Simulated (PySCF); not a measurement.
Species, as SMILES: C=C=O.
Geometry (B3LYP-D3(BJ)/def2-TZVP, fixed):
```xyz
5

C      0.0091     0.0017    -1.2056
C     -0.0008    -0.0001     0.1027
H      0.0282     0.9401    -1.7377
H     -0.0018    -0.9351    -1.7406
O     -0.0096    -0.0018     1.2620
```
Charge 0, spin multiplicity 1.

Basis-set convergence of the isotropic shielding of C1 at HF with PySCF. GIAO, no density fitting; atoms are numbered in the order shown. All functions are spherical. No added dispersion term, no relativity. Reference: the value in pcseg-3, 188.41 ppm, itself unsure by roughly 1.00 ppm (its distance from pcSseg-2). Deviations are taken from unrounded values. Cost is core time over that of 6-311+G**, rough, on shared machines of one kind; a dash marks a row that isn't timed (too short, read off another run, short of memory, by another algorithm or on other hardware).

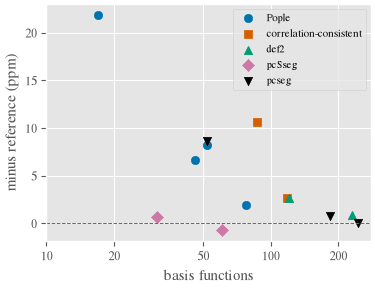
Figure. Deviation from the reference against the number of basis functions, by family of sets.

```csv
basis,functions,isotropic shielding of C1 (ppm),minus reference (ppm),cost
STO-3G,17,210.30,21.89,-
pcSseg-0,31,189.13,0.72,-
6-31G*,46,195.10,6.69,-
6-31G**,52,196.66,8.25,-
pcseg-1,52,197.07,8.66,-
pcSseg-1,61,187.69,-0.72,-
6-311+G**,78,190.35,1.94,1×
aug-cc-pVDZ,87,199.03,10.63,1×
cc-pVTZ,118,191.06,2.65,4×
def2-TZVPP,121,191.02,2.62,4×
aug-pcseg-2,184,189.22,0.81,20×
def2-QZVPP,231,189.25,0.85,30×
pcseg-3,246,188.41,0.00,40×
```
